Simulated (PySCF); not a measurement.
**One shape, several levels: Al2Si2H6 (SMILES [SiH3][Al]1[AlH][SiH2]1)**

We compute a comparison of 6 runs (HF/STO-3G, HF/def2-SVP, TPSSh/6-31G, B3LYP/6-31G*, PBE0/def2-SVP, B3LYP/aug-cc-pVDZ) of Al2Si2H6. Input form: a Python script.

The results are computed with PySCF 2.14.0.

**1. The molecule**

Al2Si2H6 has 10 atoms, charge 0, and is taken as a singlet. As SMILES, `[SiH3][Al]1[AlH][SiH2]1`. The shape is that of a PBE0-D4/def2-TZVP optimisation.

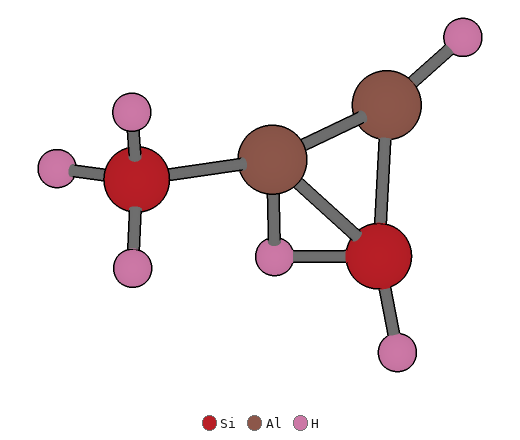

Viewed from a chosen angle; silicon red, aluminium brown, hydrogen pink.

**2. Energy and gradient at HF/STO-3G (run 1)**

Input file run.py:

```python
import pyscf.grad
from pyscf import gto

molecule = gto.Mole()
molecule.atom = '''
Si  -1.426500   1.264600  -1.412100
Al  -0.140100  -0.429800  -0.177000
Al   0.542000  -2.376000   1.198900
Si   1.875500  -0.449300   1.195500
H   -1.958600   0.687200  -2.679200
H   -2.589700   1.742300  -0.611500
H   -0.589800   2.446700  -1.761500
H    0.798300  -3.933700   1.336500
H    0.619900   0.509800   1.257200
H    2.952200   0.487100   1.656400
'''
molecule.max_memory = 1860
molecule.basis = 'sto-3g'
molecule.verbose = 3
molecule.charge = 0
molecule.build()

mf = molecule.RHF()
mf.conv_tol = 1e-10
mf.kernel()
if not mf.converged:
    mf = mf.newton().run(mf.mo_coeff, mf.mo_occ)

energy = mf.e_tot
print('E = %.10f Eh' % energy)
grad = mf.Gradients().kernel()
mf.analyze()
```

The run is started by

```sh
$ OMP_NUM_THREADS=1 python run.py
```

What it wrote:

```text
converged SCF energy = -1052.55691781281
E = -1052.5569178128 Eh
--------------- RHF gradients ---------------
         x                y                z
0 Si    -0.0085402560     0.0148538796    -0.0103121437
1 Al    -0.0271642261     0.0112498339    -0.0138245037
2 Al    -0.0052354289    -0.0373404358     0.0072262996
3 Si     0.0339046657     0.0014950149     0.0325038712
4 H    -0.0095776822    -0.0169632347    -0.0263916128
5 H    -0.0239045813     0.0072887483     0.0210234101
6 H     0.0217353928     0.0238189043    -0.0054420516
7 H     0.0044124545    -0.0385832200     0.0072306297
8 H    -0.0092916855     0.0161837593    -0.0146800608
9 H     0.0236613470     0.0179967503     0.0026661621
----------------------------------------------
**** MO energy ****
MO #1   energy= -67.8924209097561  occ= 2
MO #2   energy= -67.7851183314985  occ= 2
MO #3   energy= -57.7456869645888  occ= 2
MO #4   energy= -57.7375790260782  occ= 2
MO #5   energy= -5.88692944103638  occ= 2
MO #6   energy= -5.79864564069038  occ= 2
MO #7   energy= -4.68677432754133  occ= 2
MO #8   energy= -4.67795410684704  occ= 2
MO #9   energy= -3.91191068938782  occ= 2
MO #10  energy= -3.91122579200738  occ= 2
MO #11  energy= -3.91118416885437  occ= 2
MO #12  energy= -3.82095951012911  occ= 2
MO #13  energy= -3.82053156397219  occ= 2
MO #14  energy= -3.81977668677458  occ= 2
MO #15  energy= -2.91064275971349  occ= 2
MO #16  energy= -2.91013569425489  occ= 2
MO #17  energy= -2.90949141356816  occ= 2
MO #18  energy= -2.90285525606621  occ= 2
MO #19  energy= -2.90247951157511  occ= 2
MO #20  energy= -2.90206286041067  occ= 2
MO #21  energy= -0.648011098514942 occ= 2
MO #22  energy= -0.621830233263104 occ= 2
MO #23  energy= -0.446212640001687 occ= 2
MO #24  energy= -0.412189205962868 occ= 2
MO #25  energy= -0.390206452689313 occ= 2
MO #26  energy= -0.389959678235192 occ= 2
MO #27  energy= -0.304621817586581 occ= 2
MO #28  energy= -0.297068317287978 occ= 2
MO #29  energy= -0.150361322280824 occ= 2
MO #30  energy= -0.107623568666734 occ= 2
MO #31  energy= 0.265527252798674  occ= 0
MO #32  energy= 0.321647078318545  occ= 0
MO #33  energy= 0.336611287475147  occ= 0
MO #34  energy= 0.386637200278764  occ= 0
MO #35  energy= 0.467230837292727  occ= 0
MO #36  energy= 0.476017781185183  occ= 0
MO #37  energy= 0.571994811886209  occ= 0
MO #38  energy= 0.581476276570678  occ= 0
MO #39  energy= 0.598606615555124  occ= 0
MO #40  energy= 0.637140881816244  occ= 0
MO #41  energy= 0.745119069761412  occ= 0
MO #42  energy= 0.822314174430457  occ= 0
 ** Mulliken atomic charges  **
charge of    0Si =      0.31141
charge of    1Al =      0.34764
charge of    2Al =      0.41546
charge of    3Si =      0.01089
charge of    4H =     -0.16149
charge of    5H =     -0.15919
charge of    6H =     -0.15505
charge of    7H =     -0.23378
charge of    8H =     -0.20923
charge of    9H =     -0.16666
Dipole moment(X, Y, Z, Debye): -1.17242, -2.37904,  0.26055
```

Wall time 6.3 s (1 thread of Intel Xeon at 2.50GHz (Skylake/Cascade Lake), shared host); peak memory 0.12 GiB.

**3. Energy and gradient at HF/def2-SVP (run 2)**

Input file job.py:

```python
# [SiH3][Al]1[AlH][SiH2]1
from pyscf import gto

molecule = gto.M(
    atom='''
Si      -1.426500       1.264600      -1.412100
Al      -0.140100      -0.429800      -0.177000
Al       0.542000      -2.376000       1.198900
Si       1.875500      -0.449300       1.195500
H       -1.958600       0.687200      -2.679200
H       -2.589700       1.742300      -0.611500
H       -0.589800       2.446700      -1.761500
H        0.798300      -3.933700       1.336500
H        0.619900       0.509800       1.257200
H        2.952200       0.487100       1.656400
''',
    spin=0,
    max_memory=1860,
    verbose=4,
    basis='def2-svp',
    charge=0,
)

mf = molecule.RHF()
mf.conv_tol = 1e-10
mf.kernel()
if not mf.converged:
    mf = mf.newton().run(mf.mo_coeff, mf.mo_occ)

etot = mf.e_tot
print('E = %.10f Eh' % etot)
grad = mf.nuc_grad_method().kernel()
dip = mf.dip_moment()
pop, q = mf.mulliken_pop()
```

The run is started by

```sh
$ OMP_NUM_THREADS=1 python job.py
```

What it wrote:

```text
PySCF version 2.14.0

[... 68 lines left out ...]
converged SCF energy = -1064.7815331571
[... 12 lines left out ...]
Dipole moment(X, Y, Z, Debye): -0.21851, -0.50873,  0.13449
[... 113 lines left out ...]
charge of    9H =     -0.07909
```

It took 27 s on 1 thread of Intel Xeon at 2.50GHz (Skylake/Cascade Lake), shared host; peak memory 0.22 GiB.

Run 3 isn't shown in full; the table further down has it.

**4. Energy and forces at B3LYP/6-31G(d) (spherical functions) (run 4)**

Input file run.py:

```python
from pyscf import gto, dft

system = gto.M(
    atom=[
    ('Si', (-1.426500, 1.264600, -1.412100)),
    ('Al', (-0.140100, -0.429800, -0.177000)),
    ('Al', (0.542000, -2.376000, 1.198900)),
    ('Si', (1.875500, -0.449300, 1.195500)),
    ('H', (-1.958600, 0.687200, -2.679200)),
    ('H', (-2.589700, 1.742300, -0.611500)),
    ('H', (-0.589800, 2.446700, -1.761500)),
    ('H', (0.798300, -3.933700, 1.336500)),
    ('H', (0.619900, 0.509800, 1.257200)),
    ('H', (2.952200, 0.487100, 1.656400)),
],
    charge=0,
    spin=0,
    basis='6-31g*',
    max_memory=1860,
    verbose=4,
)

mf = dft.RKS(system)
mf.xc = 'b3lyp'
mf.grids.level = 5
mf.conv_tol = 1e-10
mf.kernel()
if not mf.converged:
    mf = mf.newton().run(mf.mo_coeff, mf.mo_occ)

e_final = mf.e_tot
print(f'total energy: {e_final:.8f} hartree')
grad = mf.nuc_grad_method().kernel()
mf.analyze()
```

The run is started by

```sh
$ OMP_NUM_THREADS=1 python run.py
```

What it wrote:

```text
PySCF version 2.14.0

[... 94 lines left out ...]
Nuclear Repulsion Energy =             261.620439216695615
[... 12 lines left out ...]
MO #7   energy= -4.14254377162519  occ= 2
[... 10 lines left out ...]
MO #18  energy= -2.69150700192106  occ= 2
[... 10 lines left out ...]
MO #29  energy= -0.220328831501669 occ= 2
[... 10 lines left out ...]
MO #40  energy= 0.0893728907226695 occ= 0
[... 10 lines left out ...]
MO #51  energy= 0.256016488699256  occ= 0
[... 10 lines left out ...]
MO #62  energy= 0.481672861185562  occ= 0
[... 10 lines left out ...]
MO #73  energy= 0.717435634741041  occ= 0
[... 10 lines left out ...]
MO #84  energy= 1.21878620712905   occ= 0
[... 97 lines left out ...]
Dipole moment(X, Y, Z, Debye): -0.18450, -0.21123, -0.00759
```

Wall time 86 s (1 thread of Intel Xeon at 2.50GHz (Skylake/Cascade Lake), shared host); peak memory 0.82 GiB.

Run 5 isn't shown in full; the table further down has it.

**5. Energy and forces at B3LYP/aug-cc-pVDZ (run 6)**

Input file job.py:

```python
import pyscf.grad
from pyscf import gto, dft

mol = gto.M(
    atom='''
Si      -1.426500       1.264600      -1.412100
Al      -0.140100      -0.429800      -0.177000
Al       0.542000      -2.376000       1.198900
Si       1.875500      -0.449300       1.195500
H       -1.958600       0.687200      -2.679200
H       -2.589700       1.742300      -0.611500
H       -0.589800       2.446700      -1.761500
H        0.798300      -3.933700       1.336500
H        0.619900       0.509800       1.257200
H        2.952200       0.487100       1.656400
''',
    verbose=4,
    max_memory=1860,
    basis='aug-cc-pvdz',
    charge=0,
)

myscf = dft.RKS(mol)
myscf.xc = 'b3lyp'
myscf.grids.level = 5
myscf.conv_tol = 1e-10
myscf.kernel()
if not myscf.converged:
    myscf = myscf.newton().run(myscf.mo_coeff, myscf.mo_occ)

energy = myscf.e_tot
print(f'total energy: {energy:.8f} hartree')
grad = myscf.Gradients().kernel()
myscf.analyze()
```

The run is started by

```sh
$ OMP_NUM_THREADS=1 python job.py
```

What it wrote:

```text
PySCF version 2.14.0

[... 102 lines left out ...]
MO #2   energy= -66.1345439435865  occ= 2
[... 19 lines left out ...]
MO #22  energy= -0.537059078883098 occ= 2
[... 19 lines left out ...]
MO #42  energy= 0.026035659748791  occ= 0
[... 19 lines left out ...]
MO #62  energy= 0.115969888011623  occ= 0
[... 19 lines left out ...]
MO #82  energy= 0.273188662118019  occ= 0
[... 19 lines left out ...]
MO #102 energy= 0.437691776038148  occ= 0
[... 19 lines left out ...]
MO #122 energy= 0.649317172627683  occ= 0
[... 19 lines left out ...]
MO #142 energy= 1.16950793798368   occ= 0
[... 19 lines left out ...]
MO #162 energy= 2.04643342028397   occ= 0
[... 175 lines left out ...]
Dipole moment(X, Y, Z, Debye): -0.18650, -0.31658,  0.01635
```

Wall time 3.7 min (1 thread of Intel Xeon at 2.50GHz (Skylake/Cascade Lake), shared host); peak memory 2 GiB.

**6. The series**

```
run                               level  integration grid   energy (Eh)  dipole moment (D)  HOMO energy (eV)  LUMO energy (eV)  wall time
  1                           HF/STO-3G                 –  -1052.556918               2.67             -2.93              7.23      6.3 s
  2                         HF/def2-SVP                 –  -1064.781533               0.57             -7.77              0.94       27 s
  3                         TPSSh/6-31G                 5  -1067.330518               0.36             -5.91             -2.24       85 s
  4  B3LYP/6-31G* (spherical functions)                 5  -1067.401458               0.28             -5.90             -1.90       86 s
  5                       PBE0/def2-SVP                 5  -1066.580715               0.31             -6.22             -1.88       79 s
  6                   B3LYP/aug-cc-pVDZ                 5  -1067.470452               0.37             -5.95             -1.99    3.7 min
```

**7. Summary of results**

```
                       quantity           value
            run 6: total energy  -1067.47045 Eh
           run 6: dipole moment          0.37 D
             run 6: HOMO energy        -5.95 eV
             run 6: LUMO energy        -1.99 eV
           run 6: HOMO–LUMO gap         3.96 eV
run 6: largest force on an atom      0.350 eV/Å
```

The dipole moment (its size) runs from 0.28 D (B3LYP/6-31G*) to 2.67 D (HF/STO-3G). The two ends differ in method and basis. The HOMO–LUMO gap runs from 3.67 eV (TPSSh/6-31G) to 10.15 eV (HF/STO-3G). Totals of different functionals can't be ranked against each other. In run 1 the basis is minimal, so the values are rough. All runs together took 8.4 min, the longest 3.7 min.
